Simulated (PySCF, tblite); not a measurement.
# C5H9NOSi: geometry, infrared bands and NMR shifts

What infrared bands and NMR shifts should C5H9NOSi (`Cc1ccoc1N[SiH3]`) show?

Computed with tblite 0.8.0 and PySCF 2.14.0, with density-fitted response routines of our own, on a single molecule in the gas phase. Atoms are numbered from 0 throughout.

### Step 1. The starting structure

17 atoms, charge 0, multiplicity 1; geometry from: force field or distance geometry start.

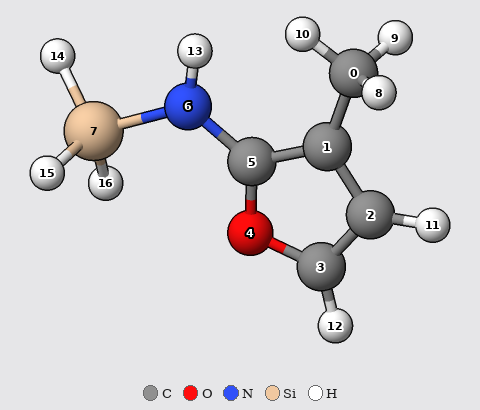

As it starts; carbon grey, oxygen red, nitrogen blue, silicon light orange, hydrogen white, atoms numbered; sticks join atoms by distance.

### Step 2. Geometry optimisation with GFN2-xTB

Job settings and geometry (Å):

```
{"job": {"kind": "relax", "xc": "GFN2-xTB", "basis": "xTB"}, "charge": 0, "multiplicity": 1}
C     -1.645500    -1.599700     0.035500
C     -1.190400    -0.181000    -0.045600
C     -1.959500     0.966900    -0.135400
C     -1.098600     2.047800    -0.182800
O      0.145300     1.589000    -0.091700
C      0.128000     0.274400    -0.018500
N      1.255800    -0.585300     0.077300
Si     2.906100     0.093500     0.103700
H     -2.373500    -1.650100     0.853300
H     -2.052000    -1.960900    -0.926100
H     -0.803900    -2.265300     0.277300
H     -3.052400     1.007500    -0.180000
H     -1.358700     3.094900    -0.240800
H      1.140400    -1.624100     0.139800
H      3.772600    -0.924300    -0.478400
H      3.246600     0.403900     1.505000
H      2.932600     1.324900    -0.702300
```

Command:

```console
$ OMP_NUM_THREADS=1 python probes_run.py task.json out
```

The driver reads the jobs from task.json and runs them one after another.

The program printed:

```text
step      E/eV     max force
  0    -653.69848    3.061
  1    -653.94581    1.424
  2    -654.00233    0.848
  3    -654.06633    0.640
  4    -654.09019    0.578
  5    -654.10860    0.349
  6    -654.11670    0.197
  7    -654.12331    0.201
  8    -654.12736    0.164
  9    -654.13070    0.161
 10    -654.13301    0.125
 11    -654.13491    0.100
 12    -654.13640    0.116
 13    -654.13760    0.094
 14    -654.13866    0.083
 15    -654.13962    0.076
 16    -654.14049    0.074
 17    -654.14131    0.084
 18    -654.14215    0.117
 19    -654.14296    0.101
 20    -654.14363    0.059
 21    -654.14415    0.050
 22    -654.14465    0.066
 23    -654.14529    0.097
 24    -654.14618    0.100
 25    -654.14728    0.103
 26    -654.14849    0.085
 27    -654.14967    0.098
 28    -654.15067    0.085
 29    -654.15141    0.061
 30    -654.15203    0.068
 31    -654.15282    0.093
 32    -654.15398    0.101
 33    -654.15535    0.092
 34    -654.15638    0.072
 35    -654.15705    0.058
 36    -654.15762    0.075
 37    -654.15836    0.083
 38    -654.15943    0.090
 39    -654.16055    0.086
 40    -654.16151    0.078
 41    -654.16235    0.086
 42    -654.16320    0.074
 43    -654.16415    0.070
 44    -654.16519    0.077
 45    -654.16627    0.081
 46    -654.16747    0.094
 47    -654.16845    0.084
 48    -654.16906    0.063
 49    -654.16976    0.049
 50    -654.17031    0.048
 51    -654.17063    0.042
 52    -654.17097    0.042
 53    -654.17122    0.047
 54    -654.17154    0.044
 55    -654.17189    0.045
 56    -654.17220    0.052
 57    -654.17245    0.048
 58    -654.17273    0.041
 59    -654.17314    0.061
 60    -654.17375    0.078
 61    -654.17443    0.065
 62    -654.17499    0.050
 63    -654.17544    0.047
 64    -654.17594    0.058
 65    -654.17652    0.074
 66    -654.17702    0.062
 67    -654.17731    0.053
 68    -654.17763    0.042
 69    -654.17792    0.031
 70    -654.17820    0.032
 71    -654.17843    0.025
 72    -654.17851    0.014
 73    -654.17855    0.015
 74    -654.17859    0.016
 75    -654.17865    0.017
 76    -654.17871    0.018
 77    -654.17877    0.019
 78    -654.17882    0.015
 79    -654.17887    0.016
 80    -654.17892    0.015
 81    -654.17896    0.014
 82    -654.17901    0.017
 83    -654.17905    0.015
 84    -654.17908    0.011
 85    -654.17910    0.011
 86    -654.17912    0.010
 87    -654.17915    0.011
 88    -654.17918    0.015
 89    -654.17923    0.018
 90    -654.17927    0.017
 91    -654.17931    0.013
 92    -654.17933    0.013
 93    -654.17936    0.013
 94    -654.17939    0.018
 95    -654.17945    0.021
 96    -654.17952    0.022
 97    -654.17961    0.019
 98    -654.17968    0.017
 99    -654.17972    0.017
100    -654.17975    0.015
101    -654.17979    0.015
102    -654.17984    0.018
103    -654.17990    0.021
104    -654.17995    0.018
105    -654.17999    0.014
106    -654.18002    0.012
107    -654.18005    0.015
108    -654.18008    0.014
109    -654.18010    0.010
```

Wall time 1.2 s (1 thread of Arm Neoverse N1, shared host); peak memory 0.18 GiB.

Relaxation path: (not every step is listed)

| step | energy from step 0 (eV) | largest force (eV/Å) |
| --- | --- | --- |
| 0 | 0.0000 | 3.0610 |
| 1 | -0.2473 | 1.4245 |
| 2 | -0.3039 | 0.8481 |
| 3 | -0.3678 | 0.6397 |
| 4 | -0.3917 | 0.5778 |
| 5 | -0.4101 | 0.3489 |
| 6 | -0.4182 | 0.1969 |
| 7 | -0.4248 | 0.2014 |
| 8 | -0.4289 | 0.1644 |
| 17 | -0.4428 | 0.0844 |
| 26 | -0.4500 | 0.0855 |
| 35 | -0.4586 | 0.0577 |
| 44 | -0.4667 | 0.0769 |
| 53 | -0.4727 | 0.0472 |
| 62 | -0.4765 | 0.0503 |
| 71 | -0.4800 | 0.0247 |
| 80 | -0.4804 | 0.0150 |
| 89 | -0.4807 | 0.0178 |
| 98 | -0.4812 | 0.0172 |
| 104 | -0.4815 | 0.0177 |
| 105 | -0.4815 | 0.0140 |
| 106 | -0.4815 | 0.0124 |
| 107 | -0.4816 | 0.0150 |
| 108 | -0.4816 | 0.0137 |
| 109 | -0.4816 | 0.0096 |

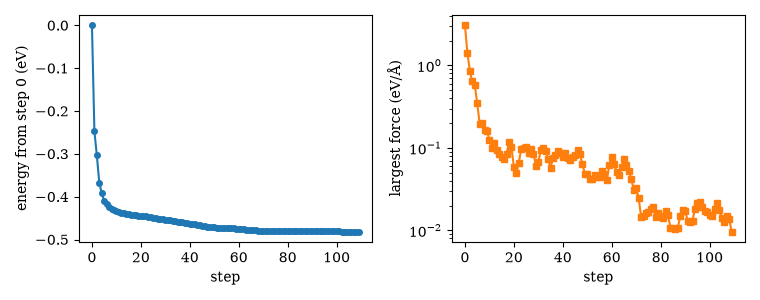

Energy and force, step by step.

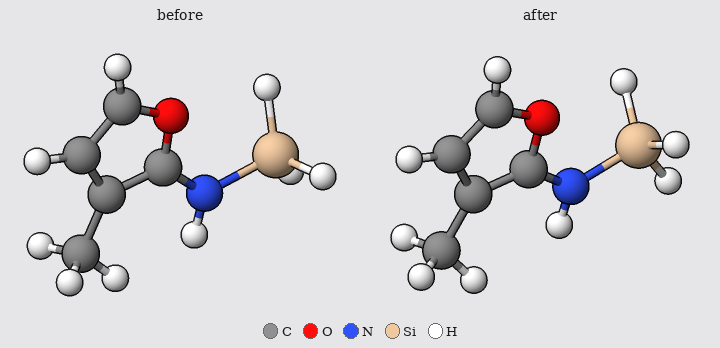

Before and after, at one scale.

Close pairs (by a distance rule), those that changed most:

| bond | before (Å) | after (Å) | change (Å) |
| --- | --- | --- | --- |
| N6–Si7 | 1.785 | 1.731 | -0.053 |
| C5–N6 | 1.421 | 1.369 | -0.053 |
| N6–H13 | 1.047 | 1.005 | -0.042 |
| C1–C2 | 1.385 | 1.424 | +0.040 |
| C3–O4 | 1.329 | 1.359 | +0.031 |
| O4–C5 | 1.317 | 1.347 | +0.030 |
| C2–C3 | 1.383 | 1.355 | -0.028 |
| C1–C5 | 1.395 | 1.370 | -0.025 |

The end geometry stands in the next job.

### Step 3. Harmonic vibrations with GFN2-xTB

Job settings and geometry (Å):

```
{"job": {"kind": "ir", "xc": "GFN2-xTB", "basis": "xTB"}, "charge": 0, "multiplicity": 1}
C     -1.722185    -1.638938    -0.030820
C     -1.170201    -0.253007    -0.013020
C     -1.915504     0.960885    -0.017999
C     -1.016846     1.974655    -0.006714
O      0.249638     1.480640     0.002997
C      0.142827     0.137728    -0.002135
N      1.315627    -0.567992     0.005831
Si     2.858976     0.216021     0.039551
H     -2.585746    -1.707612     0.628190
H     -2.043034    -1.915754    -1.036259
H     -0.976015    -2.358685     0.300619
H     -2.983085     1.047894    -0.026271
H     -1.122892     3.039960    -0.004389
H      1.191053    -1.565088     0.006979
H      3.781336    -0.918971     0.050588
H      2.973253     1.033071     1.248060
H      3.015800     1.047224    -1.155119
```

The program printed:

```text
mode    cm-1     km/mol
  1     -27.0      0.14
  2      64.6      2.03
  3     107.6      0.73
  4     137.2      1.70
  5     218.0     23.14
  6     236.1      0.99
  7     250.5     65.58
  8     317.8      0.61
  9     438.8      7.28
 10     556.2     28.33
 11     577.2      0.10
 12     586.6     33.72
 13     620.8     22.52
 14     636.5     40.13
 15     719.0      5.82
 16     750.2    234.57
 17     761.5     59.75
 18     794.5    175.92
 19     810.5    339.42
 20     832.1      6.00
 21     851.9     34.31
 22     923.4    102.25
 23     987.4      9.34
 24    1045.2      5.22
 25    1050.0      1.39
 26    1079.3     39.18
 27    1157.4      3.99
 28    1213.4     22.71
 29    1294.8     62.80
 30    1297.2    152.49
 31    1403.7     19.89
 32    1433.7     61.27
 33    1484.8      3.53
 34    1492.7      1.81
 35    1537.3    130.21
 36    1657.1    243.44
 37    2241.1    399.89
 38    2260.5    244.52
 39    2264.2    241.89
 40    2982.5     41.43
 41    3021.1     33.98
 42    3024.7     32.31
 43    3171.5     12.11
 44    3185.5     22.38
 45    3503.5      4.68
```

Run time: 0.94 s. Hardware: 1 thread of Arm Neoverse N1, shared host; peak memory 0.18 GiB.

The strongest bands and the atoms that carry them (share of the mass-weighted mode):

| cm⁻¹ | km/mol | atoms |
| --- | --- | --- |
| 750 | 234.6 | H14 61 %, H16 17 %, H15 17 % |
| 794 | 175.9 | H16 31 %, H15 31 %, H14 28 % |
| 810 | 339.4 | H16 38 %, H15 37 %, H14 15 % |
| 1297 | 152.5 | C1 29 %, N6 23 %, C2 15 %, H13 13 % |
| 1657 | 243.4 | C5 47 %, C1 36 % |
| 2241 | 399.9 | H16 59 %, H15 37 % |
| 2260 | 244.5 | H15 55 %, H16 34 % |
| 2264 | 241.9 | H14 89 % |

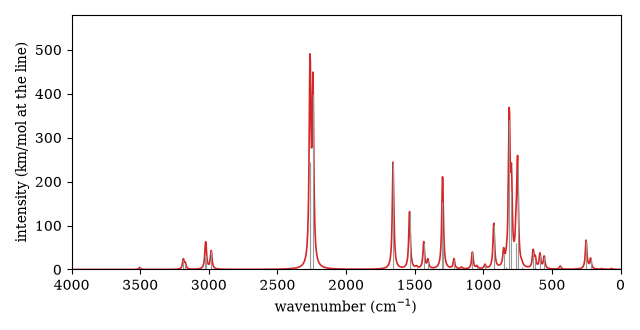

The infrared spectrum from these modes, unscaled. Lines are broadened to a width of 14 cm⁻¹ (Lorentzian).

### Step 4. Nuclear shieldings: PBE0/pcSseg-1

Same as in step 3 but for these lines:

```diff
@@ -1,2 +1,2 @@
-{"job": {"kind": "ir", "xc": "GFN2-xTB", "basis": "xTB"}, "charge": 0, "multiplicity": 1}
+{"job": {"kind": "nmr", "xc": "PBE0", "basis": "pcSseg-1"}, "charge": 0, "multiplicity": 1}
 C     -1.722185    -1.638938    -0.030820
```

With the program's defaults for keys left out, this is: GIAO PBE0/pcSseg-1 NMR shielding, non-relativistic, gas phase.

The program printed:

```text
coarse grid: 14784 points
cycle   1  E = -614.7408734978  dE =  1.390e+00  |g| = 5.417e-01  |ddm| = 3.964e+00
cycle   2  E = -614.7174896178  dE =  2.338e-02  |g| = 6.527e-01  |ddm| = 9.803e-01
cycle   3  E = -614.8054264435  dE = -8.794e-02  |g| = 7.468e-02  |ddm| = 5.306e-01
cycle   4  E = -614.8063228599  dE = -8.964e-04  |g| = 3.742e-02  |ddm| = 8.732e-02
cycle   5  E = -614.8066168342  dE = -2.940e-04  |g| = 1.029e-02  |ddm| = 3.993e-02
cycle   6  E = -614.8066372298  dE = -2.040e-05  |g| = 4.089e-03  |ddm| = 1.183e-02
cycle   7  E = -614.8066407843  dE = -3.554e-06  |g| = 9.945e-04  |ddm| = 4.070e-03
final grid: 138520 points
cycle   8  E = -614.8607759504  dE = -2.475e-05  |g| = 1.283e-02  |ddm| = 3.716e-02
cycle   9  E = -614.8607240403  dE =  5.191e-05  |g| = 2.098e-02  |ddm| = 2.308e-02
cycle  10  E = -614.8608064304  dE = -8.239e-05  |g| = 2.381e-03  |ddm| = 1.538e-02
cycle  11  E = -614.8608077585  dE = -1.328e-06  |g| = 3.413e-04  |ddm| = 2.271e-03
cycle  12  E = -614.8608077794  dE = -2.091e-08  |g| = 1.546e-04  |ddm| = 4.047e-04
cycle  13  E = -614.8608077852  dE = -5.849e-09  |g| = 2.689e-05  |ddm| = 1.714e-04
cycle  14  E = -614.8608077854  dE = -1.323e-10  |g| = 1.317e-05  |ddm| = 3.418e-05
converged SCF energy = -614.8608077854

GIAO shielding tensors (ppm)
atom      isotropic    diamagn.    paramagn.     s11        s22        s33       span
  0 C      175.971     244.504     -68.533    165.283    174.234    188.396     23.113
  1 C       91.660     261.407    -169.748     37.667     82.925    154.388    116.720
  2 C       66.021     253.807    -187.786    -21.385     69.927    149.522    170.907
  3 C       50.938     249.876    -198.938    -21.142     65.538    108.418    129.560
  4 O       66.994     401.875    -334.880    -34.051     15.081    219.954    254.005
  5 C       29.417     252.667    -223.250    -40.236     40.563     87.923    128.158
  6 N      216.585     328.809    -112.225    161.545    214.220    273.989    112.444
  7 Si     414.256     880.156    -465.900    372.805    409.761    460.201     87.396
  8 H       29.491      28.091       1.400     24.220     27.785     36.469     12.250
  9 H       29.511      28.165       1.346     25.018     26.591     36.925     11.907
 10 H       30.095      30.618      -0.522     24.742     30.364     35.180     10.438
 11 H       25.275      32.495      -7.220     23.428     25.724     26.672      3.244
 12 H       24.701      30.326      -5.625     21.725     25.314     27.063      5.338
 13 H       28.758      36.032      -7.274     19.348     29.857     37.068     17.720
 14 H       27.121      28.791      -1.670     23.504     25.774     32.085      8.581
 15 H       26.738      29.197      -2.459     23.322     24.756     32.136      8.815
 16 H       26.725      29.190      -2.465     23.321     24.757     32.096      8.775
```

It took 55 s on 1 thread of Arm Neoverse N1, shared host; peak memory 0.89 GiB.

Shifts follow as δ = σ(reference) − σ, with reference shieldings (ppm) from runs at the same level and on the same kind of geometry: ¹H TMS 31.72, ¹³C TMS 186.9, ²⁹Si TMS 349.2, ¹⁵N NH3 267.7, ¹⁷O H2O 336.1. The references are single molecules in the gas phase, so shifts against H2O, NH3, PH3, H3PO4 or CFCl3 are not on the usual liquid scales and can be off by tens of ppm. Atoms listed in one row are averaged.

| atoms | environment | σ (ppm) | δ (ppm) | δ scaled to CDCl3 |
| --- | --- | --- | --- | --- |
| C5 | aromatic carbon bearing nitrogen | 29.4 | 157.5 | 151.8 |
| C3 | aromatic CH next to the ring oxygen | 50.9 | 136.0 | 130.8 |
| C2 | aromatic CH | 66.0 | 120.9 | 116.1 |
| C1 | substituted aromatic carbon | 91.7 | 95.3 | 91.1 |
| C0 | methyl carbon on an aromatic ring | 176.0 | 11.0 | 8.8 |
| H12 | hydrogen on an aromatic CH next to the ring oxygen | 24.70 | 7.02 | 6.72 |
| H11 | hydrogen on an aromatic CH | 25.27 | 6.44 | 6.18 |
| H14, H15, H16 | hydrogen on a silicon bonded to N | 26.86 | 4.86 | – |
| H13 | hydrogen on an aniline-type nitrogen | 28.76 | 2.96 | – |
| H8, H9, H10 | hydrogen on a methyl carbon on an aromatic ring | 29.70 | 2.02 | 2.01 |
| O4 | aromatic ring oxygen | 67.0 | 269.1 | – |
| N6 | aniline-type nitrogen | 216.6 | 51.1 | – |
| Si7 | silicon bonded to N, 3 H | 414.3 | -65.1 | – |

The scaled column applies a straight-line fit of computed shieldings to shifts measured in CDCl3 (root-mean-square error 0.16 ppm for H, 1.9 ppm for C).

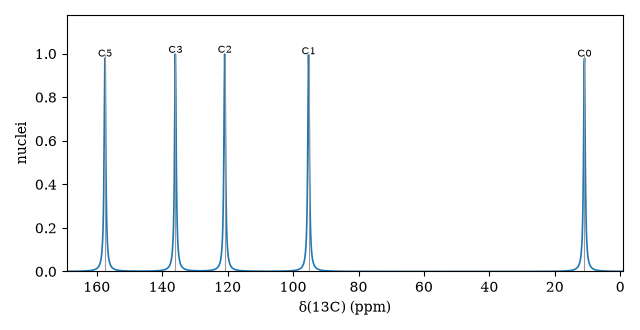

¹³C lines at the computed shifts, without couplings. Lines are broadened to a width of 0.59 ppm (Lorentzian).

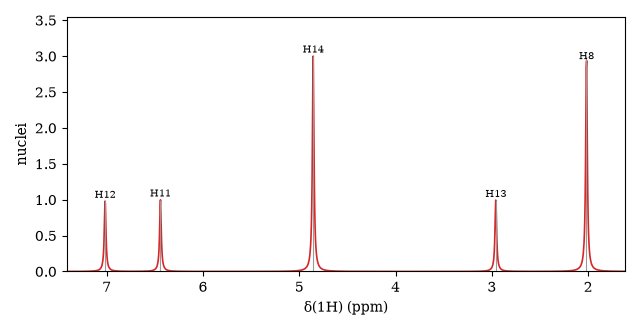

¹H lines at the computed shifts, without couplings. Lines are broadened to a width of 0.02 ppm (Lorentzian).

Charges from the same density, by scheme (e):

| atoms | Mulliken | IAO | Hirshfeld | ESP fit |
| --- | --- | --- | --- | --- |
| C0 | -0.09 | -0.42 | -0.12 | -0.53 |
| C1 | -0.34 | -0.12 | -0.06 | 0.07 |
| C2 | -0.16 | -0.22 | -0.10 | -0.32 |
| C3 | 0.17 | -0.03 | -0.02 | -0.27 |
| O4 | -0.43 | -0.26 | -0.06 | -0.09 |
| C5 | 0.52 | 0.27 | 0.10 | 0.33 |
| N6 | -0.70 | -0.63 | -0.22 | -0.68 |
| Si7 | 0.62 | 0.76 | 0.35 | 0.48 |

IAO charges:

C0 -0.42; C1 -0.12; C2 -0.22; C3 -0.03; O4 -0.26; C5 0.27; N6 -0.63; Si7 0.76; H8 0.15; H9 0.15; H10 0.14; H11 0.16; H12 0.17; H13 0.28; H14 -0.13; H15 -0.13; H16 -0.13

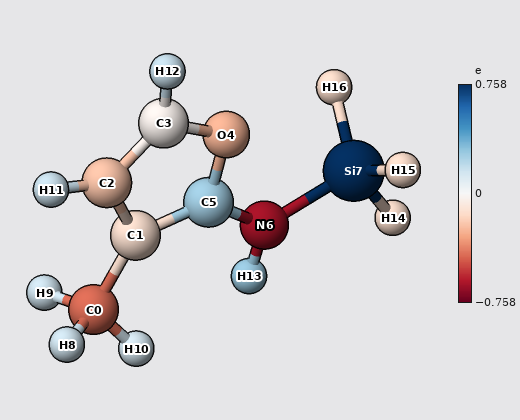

IAO charges, as colours on the atoms.

Mayer bond orders: C0–C1 1.07, C1–C2 1.24, C2–C3 1.64, C3–O4 1.02, O4–C5 1.04, C5–N6 1.05, N6–Si7 0.93, C5–C1 1.52.

Ring of atoms C1, C2, C3, O4, C5: NICS(0) -11.4, NICS(1) -8.9, NICS(1)zz -21.3 ppm (means of both faces).

### Step 5. Results

| quantity | value |
| --- | --- |
| strongest single infrared mode (GFN2-xTB) | 2241 cm⁻¹, 400 km/mol |
| zero-point energy (GFN2-xTB) | 78.6 kcal/mol |
| ¹³C shifts against TMS (PBE0/pcSseg-1) | 157.5, 136.0, 120.9, 95.3, 11.0 ppm |
| ¹H shifts against TMS (PBE0/pcSseg-1, means over atoms taken as alike) | 7.02, 6.44, 4.86, 2.96, 2.02 ppm |
| ¹⁷O shifts against H2O (PBE0/pcSseg-1) | 269.1 ppm |
| ¹⁵N shifts against NH3 (PBE0/pcSseg-1) | 51.1 ppm |
| ²⁹Si shifts against TMS (PBE0/pcSseg-1) | -65.1 ppm |

What this shows: Relaxing lowered the energy by 0.482 eV in 109 steps; the close pair that moved most is N6–Si7, from 1.785 to 1.731 Å. The lowest mode is imaginary (27i cm⁻¹), so the xTB geometry is not a minimum. The strongest single mode, at 2241 cm⁻¹, moves mainly H16 and H15. GFN2-xTB is a fitted tight-binding method: band positions and strengths are rough. Its intensities can rank the bands wrongly. At PBE0/pcSseg-1: The widest tensor belongs to O4: span 254 ppm, with a paramagnetic part of -335 ppm. NICS(1)zz of -21 ppm above the planar ring from C1 marks a diatropic (aromatic) ring current.
